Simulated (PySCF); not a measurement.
# EPR calculation, with input and output: C$_{4}$H$_{3}$BF$_{2}$NO

C$_{4}$H$_{3}$BF$_{2}$NO, multiplicity 2, SMILES [CH2]NC(=O)C#CB(F)F, computed with UKS B3LYP, pcH-1 on B C F H N O, non-relativistic, mean-field spin-orbit, GIAO (PySCF 2.14.0).

It belongs to a series of runs on one base structure; here: H removed from sp3 C.

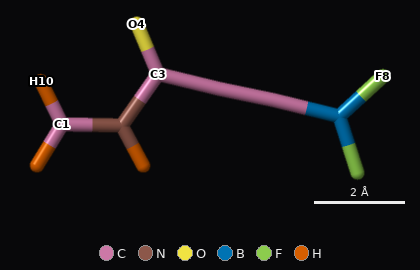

**Figure 1.** The structure (stick view, seen on its broad side; atoms are numbered from 1 in the order of the input).

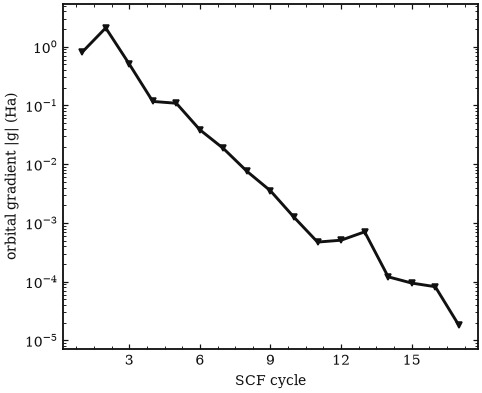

**Figure 2.** Convergence of the self-consistent field: orbital gradient |g| against the SCF cycle. All cycles printed in the log are drawn one after another.

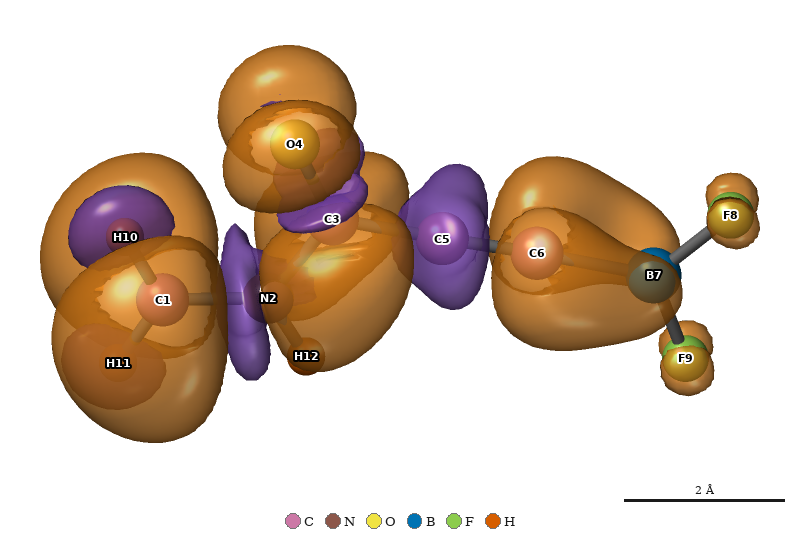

**Figure 3.** Isosurfaces of the spin density (α minus β) at +0.004 (orange) and −0.004 e/Å³ (purple), seen at a tilt. The unpaired spin (1 electron) lies mostly on C1 (about 0.5), O4 (about 0.2) and C3 (about 0.1), in electrons by Hirshfeld's partition.

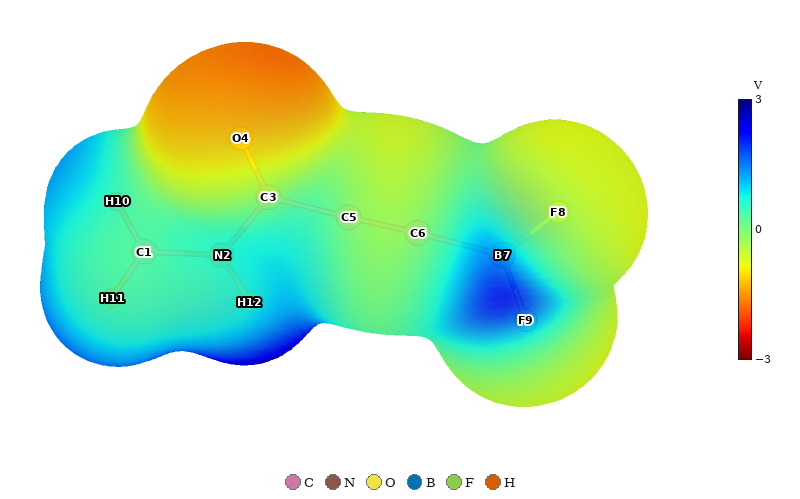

**Figure 4.** The electrostatic potential painted on the density surface at 0.002 e/bohr³, seen at a tilt; the colour scale runs from red (negative) to blue (positive).

The input that produced these results follows, with the program's output.

The input:
```
{"job": {"kind": "epr", "basis": "pcH-1"}, "charge": 0, "multiplicity": 2}
C     -2.846110     0.143274     0.133558
N     -1.533892    -0.054434     0.216952
C     -0.600904     0.545448    -0.639064
O     -0.936764     1.286054    -1.546255
C      0.729402     0.177079    -0.294371
C      1.879915    -0.103077    -0.023065
B      3.289682    -0.475796     0.359321
F      4.356179    -0.009172    -0.257071
F      3.541717    -1.304509     1.359045
H     -3.203267     0.799924    -0.637033
H     -3.507887    -0.339050     0.824213
H     -1.166874    -0.666427     0.937432
```

The first line tells a small driver script what to run in PySCF; the rest is the geometry in Å.

Launch command:
```bash
OMP_NUM_THREADS=1 python <driver script> task.json out
```

Log:
```
UKS, coarse grid
  cycle   1  E = -508.55481553  |g| = 8.07e-01
  cycle   2  E = -506.50401163  |g| = 2.09e+00
  cycle   3  E = -508.68105367  |g| = 5.07e-01
  cycle   4  E = -508.80163086  |g| = 1.17e-01
  cycle   5  E = -508.80234144  |g| = 1.09e-01
  cycle   6  E = -508.80776149  |g| = 3.85e-02
  cycle   7  E = -508.80842027  |g| = 1.85e-02
  cycle   8  E = -508.80862990  |g| = 7.56e-03
  cycle   9  E = -508.80867174  |g| = 3.52e-03
  cycle  10  E = -508.80868096  |g| = 1.25e-03
  cycle  11  E = -508.80868189  |g| = 4.72e-04
UKS, final grid
  cycle   1  E = -508.80871981  |g| = 5.08e-04
  cycle   2  E = -508.80871978  |g| = 7.05e-04
  cycle   3  E = -508.80872000  |g| = 1.21e-04
  cycle   4  E = -508.80872001  |g| = 9.46e-05
  cycle   5  E = -508.80872003  |g| = 8.21e-05
  cycle   6  E = -508.80872003  |g| = 1.82e-05
E = -508.80872003 Eh   <S^2> = 0.7615 (exact 0.7500)
g shifts (ppm)      1          2          3
  rmc          -178       -178       -178
  gc             -3         41         34
  oz_so          -1       1083       1955
  total        -181        946       1811
hyperfine (MHz)  atom isotope    a_iso     a_fc   dipolar eigenvalues
    0   13C      59.72      59.72    -58.76    -56.73    115.49
    1   14N      -6.46      -6.46     -1.60     -0.61      2.20
    2   13C       1.77       1.77     -8.93     -7.04     15.97
    3   17O     -13.19     -13.19    -58.91     28.69     30.22
    4   13C     -14.50     -14.50     -4.32     -0.18      4.50
    5   13C       4.46       4.46     -8.01     -6.73     14.73
    6   11B      -3.52      -3.52     -1.92     -0.71      2.62
    7   19F       4.01       4.01     -9.35     -8.22     17.57
    8   19F       4.16       4.16     -9.43     -8.08     17.50
    9    1H     -48.79     -48.79    -25.69     -0.38     26.07
   10    1H     -48.93     -48.93    -28.58      0.63     27.95
   11    1H      -2.19      -2.19     -3.67     -1.81      5.48
```

Results in brief:

| quantity | value |
| --- | --- |
| outcome | converged |
| total energy | −508.808720 hartree |
| ⟨S²⟩ | 0.762 |
| isotropic g | 2.0032 |
| hardware | 1 CPU thread, shared host |
| wall time | 75 s |
| peak memory | 0.9 GiB |
